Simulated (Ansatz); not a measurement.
# Fields on a plane of MgRh (CsCl type)

```yaml
crystal:
  lattice:
    - [3.04728, 0.00000, 0.00000]
    - [0.00000, 3.04728, 0.00000]
    - [0.00000, 0.00000, 3.04728]
  atoms:
    - { symbol: Mg, position: [0.00000, 0.00000, 0.00000] }
    - { symbol: Rh, position: [0.50000, 0.50000, 0.50000] }
```

The slice is a {100} plane (indices of the conventional cell) through the point (0.000, 0.000, 0.000) (fractional), spanned by u = [100] and v = [010] in vectors of this cell: u (3.05 Å) and v (3.05 Å, at 90° to u). It covers one period; positions are fractions (u, v).

Atoms on it: Mg at (0.00, 0.00).

These are LDA (plane waves to 420 eV, PAW, scalar-relativistic; Ansatz, a quantum-chemistry and plane-wave program) values and carry that method's errors. k mesh 15×15×15. Near the nuclei the fields are pseudised (PAW); where an atom keeps semicore shells as valence, they peak there. MgRh is run without spin polarisation. MgRh was relaxed with its symmetry unable to fall.

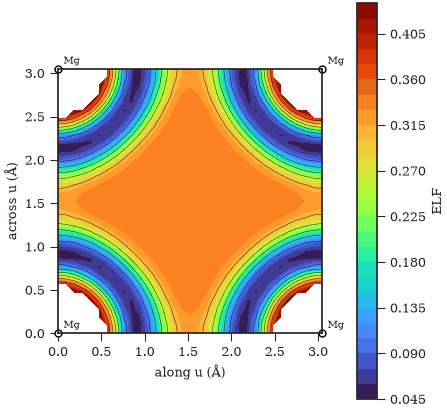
Figure: Electron localisation function (ELF), one period of the plane, atoms marked. Points within 0.5 Å of a nucleus are left white, as the pseudised field means little there.

```
|@@@%#*+-.               .-+*#%@@|
|@@@%#*=:.               .:=*#%@@|
|%%%#*+-:.               .:-+*#%%|
|###*+=-.                 .-=+*##|
|***+=-:.                 .:-=+**|
|++=--:.                   .:--=+|
|--::..                     ..::-|
|....                         ...|
|                                |
|                                |
|                                |
|                                |
|                .               |
|              .....             |
|              .....             |
|             .......            |
|              .....             |
|              .....             |
|                .               |
|                                |
|                                |
|                                |
|                                |
|....                         ...|
|--::..                     ..::-|
|++=--:.                   .:--=+|
|***+=-:.                 .:-=+**|
|###*+=-.                 .-=+*##|
|%%%#*+-:.               .:-+*#%%|
|@@@%#*=:.               .:=*#%@@|
|@@@%#*+-.               .-+*#%@@|
|@@@%#*+-.               .-+*#%@@|
```
Scale: ten equal steps from -0.87 (start of ' ') to 1.50 (end of '@'), in the order ' .:-=+*#%@'. Values: log₁₀ of the valence density in e/Å³. The map has 32 points along u (one character each, u = 0 at the left) and 32 along v (v = 0 in the bottom row). The scale is logarithmic, as a density can span decades between atoms and voids.
